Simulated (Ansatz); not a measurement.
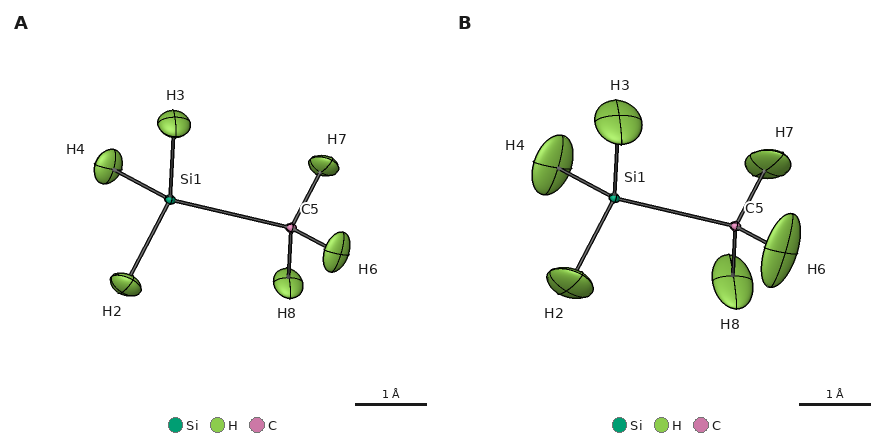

Displacement ellipsoids at the 50 % level, from the internal vibrations of the free molecule (harmonic, no overall translation or rotation; no half-axis is drawn under 0.075 Å). Vibrations computed with RKS PBE0-D4/def2-TZVP (Ansatz 0.2.0). One panel is for 200 K, the other for 900 K.

### Which panel is for 900 K?

B.

### How much does the mean-square displacement of H6 grow, and why?

U_eq goes from 0.0204 to 0.0557 Å², a factor of 2.7. Modes below kT (626 cm⁻¹ at 900 K) grow about in proportion to T, and the lowest lies at 198 cm⁻¹; the mean-square amplitude of a mode is its zero-point value times coth(ħω/2kT), which comes close to 1 only above about 3kT.
